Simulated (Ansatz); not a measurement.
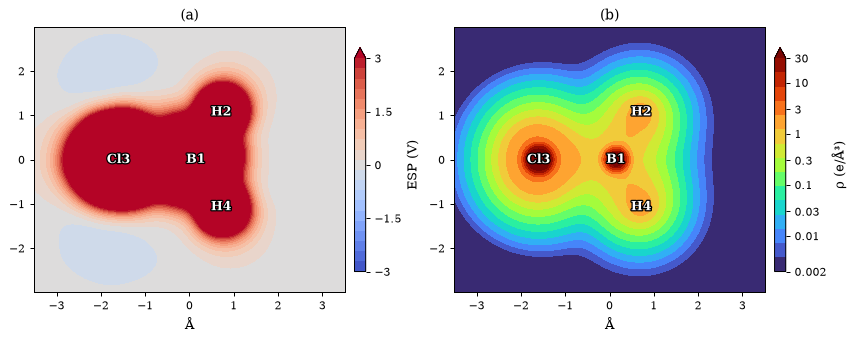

*BClH$_{2}$. (a) electrostatic potential; (b) total electron density on the molecular plane.*

Level of theory: Ansatz, RKS PBE/def2-SVP.

**What do the fields say about this system?**

- The section cuts through B, H and Cl sites.
- B–Cl (1.75 Å): ρ at the midpoint is about 1.3 e/Å³.
- B–H (1.21 Å): ρ at the midpoint is about 1.2 e/Å³.
- Outside the dense part of the molecule the potential is most negative (−0.3 V) near Cl3.
